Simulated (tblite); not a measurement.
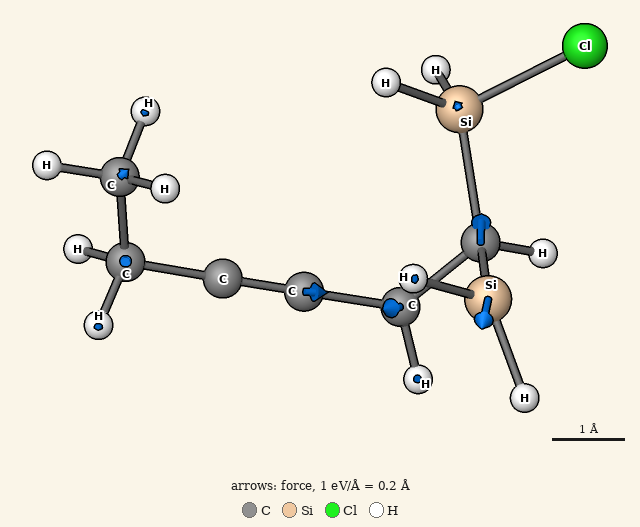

Starting geometry of C6H11ClSi2 with the computed forces as blue arrows. Style: ball-and-stick. Shown at a tilt.

Theory: tblite 0.8.0, GFN2-xTB geometry optimisation, gas phase. 

Is this structure relaxed? If not, where do the atoms go?

Answer. It isn't relaxed: the largest force vector, on a C atom, is 3.78 eV/Å. The final displacements have little in common with the starting forces (cosine between the two patterns 0.14). An H atom moves most after the best rigid fit: 0.87 Å. By element the largest moves are H 0.87 Å, Cl 0.64 Å, C 0.52 Å, Si 0.38 Å. Near-neighbour distances that change, for instance: C–Si 2.273 → 1.898 Å, C–Si 1.770 → 1.894 Å, C–C 1.477 → 1.550 Å, C–Si 2.944 → 2.895 Å. Among the angles between lasting bonds that change: C–C–Si 88.4° → 66.0°, Si–C–Si 114.0° → 124.5°, Si–C–H 107.0° → 112.8°. The energy falls by 118.1 kJ/mol in 122 geometry steps. The run took 2.4 s on 1 thread of Arm Neoverse N1 (shared host).
